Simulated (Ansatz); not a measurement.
C₂H₆InNO: molecular dynamics (part 1 of 2)

C₂H₆InNO, computed with RKS r2SCAN/def2-SVP (Ansatz 0.2.0).

The geometry comes from this level: PBE0-D4/def2-TZVP. Figures and captions count atoms from 1; the log counts them from 0 in places.

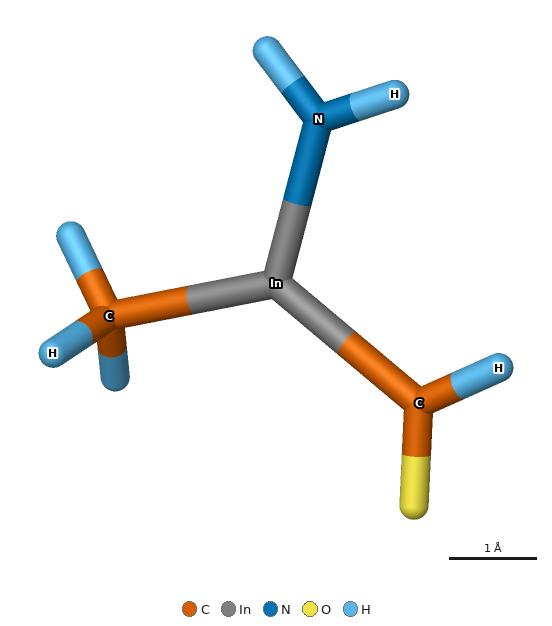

**Figure 1.** The structure as given in the input (stick view, seen at a tilt). Sticks mark near contacts.

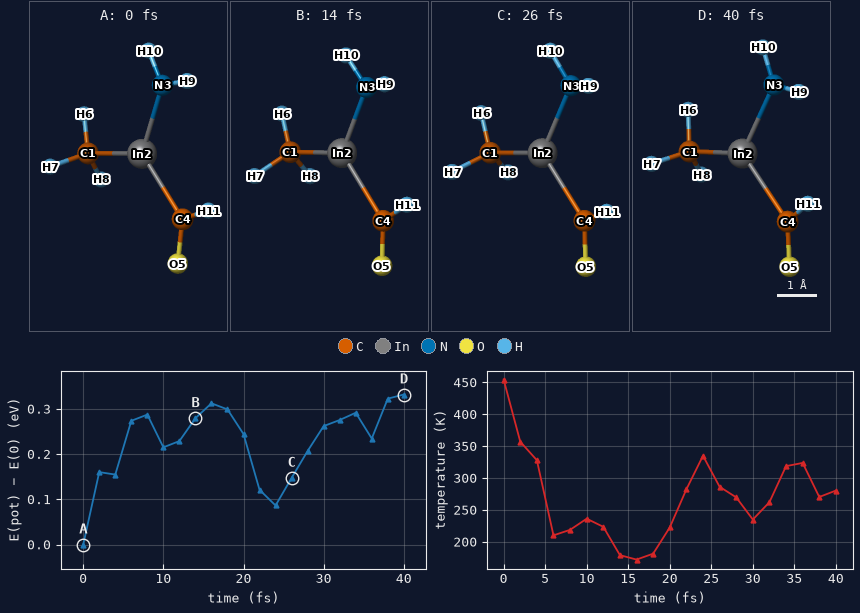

**Figure 2.** Frames of the molecular dynamics (ball-and-stick, seen at a tilt) above the curves, on which the letters mark them. The trajectory kept here has 21 frames over 40 fs. The temperature starts at 455 K, ranges from 172 to 455 K and averages 281 K over the second half. The potential energy ends 0.332 eV above its first value. After an unweighted best fit of the last frame on the first, the root-mean-square displacement is 0.22 Å.

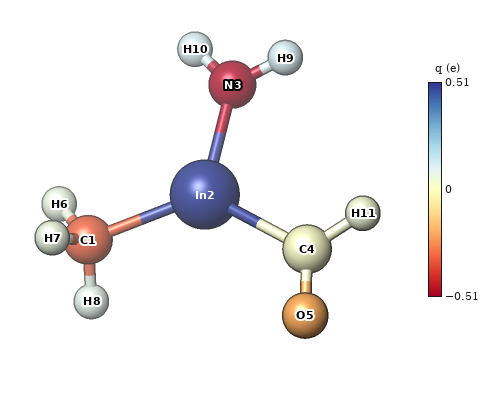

**Figure 3.** Mulliken charges, as the colour of each atom (ball-and-stick view, seen at a tilt; atoms are numbered from 1 in the order of the input). By element: C −0.33 to +0.02, In +0.49, N −0.48, O −0.20 and H +0.04 to +0.13 e.

The input that produced these results follows, with the program's output.

**The input**
```yaml
crystal:
  periodic: [false, false, false]
  atoms:
    - {symbol: C, position_ang: [-0.643651, 1.021992, 1.638241]}
    - {symbol: In, position_ang: [0.003692, -0.048417, -0.101097]}
    - {symbol: N, position_ang: [1.887428, -0.773178, -0.129705]}
    - {symbol: C, position_ang: [-1.070770, -0.536869, -1.987719]}
    - {symbol: O, position_ang: [-2.191297, -0.166147, -2.212846]}
    - {symbol: H, position_ang: [0.215401, 1.297113, 2.250327]}
    - {symbol: H, position_ang: [-1.312373, 0.393313, 2.228346]}
    - {symbol: H, position_ang: [-1.186248, 1.922372, 1.349798]}
    - {symbol: H, position_ang: [2.291034, -1.292807, -0.891489]}
    - {symbol: H, position_ang: [2.551661, -0.665317, 0.619252]}
    - {symbol: H, position_ang: [-0.544847, -1.152055, -2.763097]}
basis:
  gaussian: {orbitals: def2-SVP}
hamiltonian: {xc: {name: r2SCAN}}
md: {timestep: 2 fs, n_steps: 20, ensemble: nvt_langevin, temperature: 500, initial_velocities: maxwell_boltzmann, friction: 0.01, seed: 488}
```

Launched with:
```bash
ansatz run in.yaml --threads 4 --pin off --events-out ev --progress --plain --max-ram 10444MiB
```

**Output**
```
Functional definition: r2SCAN
  name "r2SCAN"
  cite "Furness, Kaplan, Ning, Perdew & Sun, J. Phys. Chem. Lett. 11, 8208 (2020) doi:10.1021/acs.jpclett.0c02405"
  cite "Furness, Kaplan, Ning, Perdew & Sun, J. Phys. Chem. Lett. 11, 9248 (2020) doi:10.1021/acs.jpclett.0c03077"
  parent r2scan
  parameter k0 = 0.174
  parameter k1 = 0.065
  parameter a1 = 4.9479
  exchange = r2scan_x(k0 = k0, k1 = k1, a1 = a1)
  correlation = r2scan_c
1295 factors; their error is unknown
mean field evaluation 1: about -10859.2362 eV, gradient 8.6e1 eV
mean field evaluation 2: about -10804.7762 eV, gradient 1.5e2 eV
mean field evaluation 4: about -10875.5628 eV, gradient 1.1e1 eV
mean field evaluation 8: about -10875.9160 eV, gradient 2.5e-1 eV
mean field evaluation 16: about -10875.8781 eV, gradient 1.1e-3 eV
mean field -10875.87812420 eV, -399.6811491293 hartree, gradient 5.2e-5 eV, S^2 0.000000; 0 other end points of the search recorded, 0 dependent functions left out
the calculation of the forces begins
reference -10875.87813813 eV, -399.6811496413 hartree; 27, 27 occupied and 85, 85 virtual orbitals, 1295 factors
md step     0: t =     0.00 fs  T =   454.5 K  F+E_penalty+E_count = -10875.87812420 eV  E_kin = 0.646300 eV  (30 SCF iters)
these checks for a lower state are left out or cut short: starts, cluster_reference, orbital_swaps, neighbouring_geometries, increment
1295 factors; their error is unknown
mean field -10875.71789899 eV, -399.6752609616 hartree, gradient 1.4e-5 eV, S^2 0.000000; 0 other end points of the search recorded, 0 dependent functions left out
[... from here on the field's lines of each further geometry are left out, up to the last ...]
md step     1: t =     2.00 fs  T =   357.0 K  F+E_penalty+E_count = -10875.71789899 eV  E_kin = 0.507647 eV  (32 SCF iters)
md step     2: t =     4.00 fs  T =   328.0 K  F+E_penalty+E_count = -10875.72335323 eV  E_kin = 0.466341 eV  (32 SCF iters)
md step     3: t =     6.00 fs  T =   210.1 K  F+E_penalty+E_count = -10875.60445735 eV  E_kin = 0.298767 eV  (33 SCF iters)
md step     4: t =     8.00 fs  T =   218.8 K  F+E_penalty+E_count = -10875.59071171 eV  E_kin = 0.311088 eV  (32 SCF iters)
md step     5: t =    10.00 fs  T =   236.3 K  F+E_penalty+E_count = -10875.66310432 eV  E_kin = 0.335923 eV  (32 SCF iters)
md step     6: t =    12.00 fs  T =   223.5 K  F+E_penalty+E_count = -10875.64923984 eV  E_kin = 0.317765 eV  (32 SCF iters)
md step     7: t =    14.00 fs  T =   179.1 K  F+E_penalty+E_count = -10875.59867023 eV  E_kin = 0.254625 eV  (32 SCF iters)
md step     8: t =    16.00 fs  T =   172.1 K  F+E_penalty+E_count = -10875.56572738 eV  E_kin = 0.244763 eV  (34 SCF iters)
md step     9: t =    18.00 fs  T =   181.4 K  F+E_penalty+E_count = -10875.57923997 eV  E_kin = 0.257922 eV  (33 SCF iters)
md step    10: t =    20.00 fs  T =   222.6 K  F+E_penalty+E_count = -10875.63371662 eV  E_kin = 0.316469 eV  (33 SCF iters)
md step    11: t =    22.00 fs  T =   282.3 K  F+E_penalty+E_count = -10875.75712874 eV  E_kin = 0.401347 eV  (31 SCF iters)
md step    12: t =    24.00 fs  T =   334.9 K  F+E_penalty+E_count = -10875.79170547 eV  E_kin = 0.476232 eV  (32 SCF iters)
md step    13: t =    26.00 fs  T =   286.4 K  F+E_penalty+E_count = -10875.73068819 eV  E_kin = 0.407150 eV  (33 SCF iters)
md step    14: t =    28.00 fs  T =   269.7 K  F+E_penalty+E_count = -10875.67114697 eV  E_kin = 0.383475 eV  (32 SCF iters)
md step    15: t =    30.00 fs  T =   234.9 K  F+E_penalty+E_count = -10875.61615180 eV  E_kin = 0.334057 eV  (32 SCF iters)
md step    16: t =    32.00 fs  T =   262.2 K  F+E_penalty+E_count = -10875.60269715 eV  E_kin = 0.372762 eV  (33 SCF iters)
md step    17: t =    34.00 fs  T =   318.7 K  F+E_penalty+E_count = -10875.58663261 eV  E_kin = 0.453105 eV  (33 SCF iters)
md step    18: t =    36.00 fs  T =   323.7 K  F+E_penalty+E_count = -10875.64363532 eV  E_kin = 0.460287 eV  (32 SCF iters)
md step    19: t =    38.00 fs  T =   270.3 K  F+E_penalty+E_count = -10875.55546634 eV  E_kin = 0.384338 eV  (32 SCF iters)
the calculation of the forces begins
reference -10875.54630297 eV, -399.6689549241 hartree; 27, 27 occupied and 85, 85 virtual orbitals, 1295 factors
1295 factors; their error is unknown
mean field evaluation 192: about -10875.5462 eV, gradient 2.2e-1 eV
mean field -10875.54628905 eV, -399.6689544126 hartree, gradient 1.6e-5 eV, S^2 0.000000; 1 other end points of the search recorded, 0 dependent functions left out
the calculation of the forces begins
reference -10875.54630297 eV, -399.6689549241 hartree; 27, 27 occupied and 85, 85 virtual orbitals, 1295 factors
md step    20: t =    40.00 fs  T =   280.4 K  F+E_penalty+E_count = -10875.54628905 eV  E_kin = 0.398685 eV  (31 SCF iters)
Total energy: -10875.54630297 eV, -399.6689549241 hartree
Atom 0 at    -0.568899     1.104182     1.787494 Å, force     0.551767     0.174483    -1.096560 eV/Å
Atom 1 at     0.031220    -0.071214    -0.020622 Å, force     0.247918     0.101090    -0.332674 eV/Å
Atom 2 at     2.044474    -0.676525    -0.370542 Å, force    -1.593497     0.363750    -0.303295 eV/Å
Atom 3 at    -1.088610    -0.611975    -2.041173 Å, force    -0.342219     0.766378     0.996415 eV/Å
Atom 4 at    -2.183587    -0.230731    -2.395286 Å, force     1.275191    -0.633548     0.115907 eV/Å
Atom 5 at     0.404038     1.209434     2.266634 Å, force     0.183246     0.493637     0.352667 eV/Å
Atom 6 at    -1.189462     0.514705     2.426623 Å, force    -0.692127    -0.798188     0.610262 eV/Å
Atom 7 at    -1.094990     2.066927     1.607415 Å, force     0.494070    -0.331439    -0.179710 eV/Å
Atom 8 at     2.177127    -1.169071    -1.255577 Å, force     0.169824     0.000416     0.250861 eV/Å
Atom 9 at     2.841630    -0.799847     0.236764 Å, force     0.138918    -0.014960     0.223842 eV/Å
Atom 10 at    -0.395347    -1.277274    -2.627498 Å, force    -0.433091    -0.121618    -0.637715 eV/Å
Dipole moment:     0.385899    -0.181431     0.253133 e Å
```

**Trajectory as extended XYZ (Å, eV, eV/Å), 19 of the 21 frames kept, from step=0 to step=20**
```
11
Properties=species:S:1:pos:R:3:forces:R:3 step=0 time_fs=0.0 energy=-10875.87812 temperature=454.5
C    -0.6437    1.0220    1.6382    0.0552  -0.0490  -0.0750
In    0.0037   -0.0484   -0.1011   -0.1348   0.0100  -0.0744
N     1.8874   -0.7732   -0.1297   -0.1813   0.0848   0.0362
C    -1.0708   -0.5369   -1.9877    0.1369   0.0092   0.1363
O    -2.1913   -0.1661   -2.2128   -0.5180   0.1899  -0.0632
H     0.2154    1.2971    2.2503    0.2508   0.0913   0.1981
H    -1.3124    0.3933    2.2283   -0.2014  -0.1870   0.1744
H    -1.1862    1.9224    1.3498   -0.1627   0.2723  -0.0830
H     2.2910   -1.2928   -0.8915    0.1922  -0.2149  -0.2909
H     2.5517   -0.6653    0.6193    0.3084   0.0239   0.2847
H    -0.5448   -1.1521   -2.7631    0.2547  -0.2306  -0.2431
11
Properties=species:S:1:pos:R:3:forces:R:3 step=1 time_fs=2.0 energy=-10875.71790 temperature=357.0
C    -0.6436    1.0097    1.6256    1.8992  -0.6866   0.3821
In    0.0056   -0.0484   -0.0952   -0.3850  -0.0304  -0.2845
N     1.8730   -0.7537   -0.1436    1.7025  -0.4923   0.5585
C    -1.0690   -0.5274   -1.9821   -0.6025   0.2641   0.0773
O    -2.1947   -0.1732   -2.2363   -0.3713   0.3238   0.2953
H     0.1966    1.2922    2.2801    0.0581  -0.0655  -0.1223
H    -1.2979    0.3949    2.1953   -1.0150  -0.6609   0.6479
H    -1.1127    1.8850    1.3000   -1.1772   1.7317  -0.5049
H     2.2986   -1.3202   -0.8903   -0.2474   0.3279   0.4136
H     2.5404   -0.6816    0.6585   -0.7308  -0.0924  -0.9460
H    -0.5885   -1.1351   -2.7612    0.8694  -0.6193  -0.5169
11
Properties=species:S:1:pos:R:3:forces:R:3 step=2 time_fs=4.0 energy=-10875.72335 temperature=328.0
C    -0.6371    0.9955    1.6142    0.5920   0.2276   0.8986
In    0.0071   -0.0478   -0.0888   -0.5268  -0.1602  -0.5455
N     1.8642   -0.7375   -0.1561    1.9070  -0.7297   0.4077
C    -1.0698   -0.5198   -1.9771   -0.6586  -0.2396  -0.9265
O    -2.1971   -0.1789   -2.2584   -0.1736   0.4022   0.6000
H     0.1754    1.2872    2.3119   -0.0446  -0.1719  -0.3352
H    -1.3304    0.3733    2.1923   -0.3777   0.1727  -0.0805
H    -1.0775    1.9144    1.2360   -0.5837   0.3062   0.1393
H     2.2985   -1.3330   -0.8748   -0.3290   0.3628   0.3248
H     2.5056   -0.6998    0.6607   -0.5591   0.0060  -0.7184
H    -0.6032   -1.1457   -2.7921    0.7542  -0.1763   0.2355
11
Properties=species:S:1:pos:R:3:forces:R:3 step=3 time_fs=6.0 energy=-10875.60446 temperature=210.1
C    -0.6280    0.9809    1.6082   -0.9345   1.1218   0.9584
In    0.0081   -0.0475   -0.0827   -0.5881  -0.3271  -0.7695
N     1.8615   -0.7234   -0.1675    0.7204  -0.1599   0.1430
C    -1.0737   -0.5138   -1.9744   -0.2513  -0.7512  -1.6650
O    -2.1957   -0.1828   -2.2771   -0.2829   0.4849   0.7014
H     0.1501    1.2796    2.3332    0.1315  -0.1336  -0.2738
H    -1.3712    0.3642    2.1968    0.2720   0.7862  -0.6893
H    -1.0581    1.9452    1.1763   -0.0230  -1.0371   0.8257
H     2.2831   -1.3251   -0.8466    0.1396  -0.3849  -0.6840
H     2.4640   -0.7151    0.6363    0.3269   0.1274   0.5361
H    -0.5915   -1.1556   -2.8205    0.4892   0.2734   0.9171
11
Properties=species:S:1:pos:R:3:forces:R:3 step=4 time_fs=8.0 energy=-10875.59071 temperature=218.8
C    -0.6225    0.9706    1.6081   -1.0419   1.4849   0.5467
In    0.0095   -0.0464   -0.0773   -0.7486  -0.4205  -0.9102
N     1.8609   -0.7067   -0.1796    0.8015   0.0953   0.6329
C    -1.0790   -0.5113   -1.9762    0.2407  -0.8165  -1.5137
O    -2.1933   -0.1843   -2.2930   -0.4951   0.4829   0.5650
H     0.1351    1.2680    2.3383    0.3988  -0.0294  -0.0380
H    -1.3868    0.3950    2.1771   -0.0071   0.4324  -0.4308
H    -1.0407    1.9330    1.1541    0.0297  -1.0094   0.8835
H     2.2649   -1.3259   -0.8387    0.3446  -0.7090  -1.0540
H     2.4532   -0.7228    0.6369    0.2076   0.1423   0.3859
H    -0.5575   -1.1531   -2.8084    0.2698   0.3470   0.9327
11
Properties=species:S:1:pos:R:3:forces:R:3 step=6 time_fs=12.0 energy=-10875.64924 temperature=223.5
C    -0.6207    0.9649    1.6208    0.2076   0.0031   1.0901
In    0.0133   -0.0441   -0.0680   -1.1110  -0.4766  -0.9935
N     1.8716   -0.6778   -0.2023    1.8585  -1.1164  -0.1244
C    -1.0909   -0.5193   -1.9917    0.6880   0.1795   0.5273
O    -2.1926   -0.1825   -2.3164   -0.6833   0.1803  -0.0755
H     0.1572    1.2539    2.3456   -0.0846  -0.1529  -0.0597
H    -1.4572    0.4672    2.1110   -0.1309  -0.2724   0.2659
H    -1.0301    1.8447    1.1829   -0.5504   1.3851  -0.2572
H     2.2390   -1.3668   -0.8835   -0.2763   0.6252   0.5199
H     2.4396   -0.7161    0.6533   -0.0958   0.0009  -0.4438
H    -0.4601   -1.1116   -2.6984    0.1781  -0.3558  -0.4490
```
